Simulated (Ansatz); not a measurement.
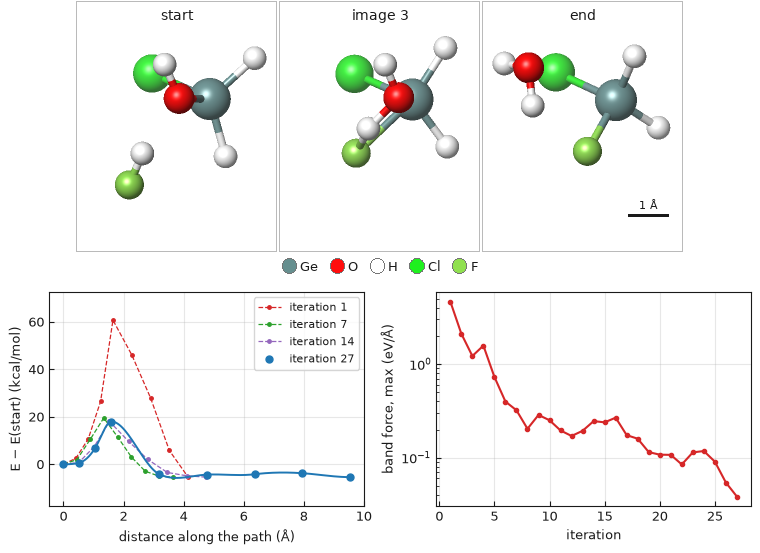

NEB run on GeH$_{4}$OClF. Images are numbered from 0 (start) to 8 (end). The plot follows the band through its iterations. A ball-and-stick model, seen from a free direction.

Level of theory: Ansatz 0.2.0, RKS B3LYP/def2-SVP. Settings: 7 movable images; climbing image; force threshold 0.05 eV/Å; iteration limit 60; starting path through a guess of the saddle point.

Q: Judge this run.

A: The run is converged, with reservations. The band converged in 27 iterations. The largest component of the band force went from 4.7 to 0.038 eV/Å. The climbing image converged on the top of the path. Its vibrational analysis gives one imaginary mode (589i cm⁻¹), as a transition state must have. The first iteration put the highest image at 60.7 kcal/mol. Forward barrier 18.0 kcal/mol, backward barrier 23.4 kcal/mol, with image 3 at the top; the reaction energy is −5.4 kcal/mol.

Cost: 7.4 min on 2 threads of Arm Neoverse V1, on a shared host, peak memory 0.26 GiB.
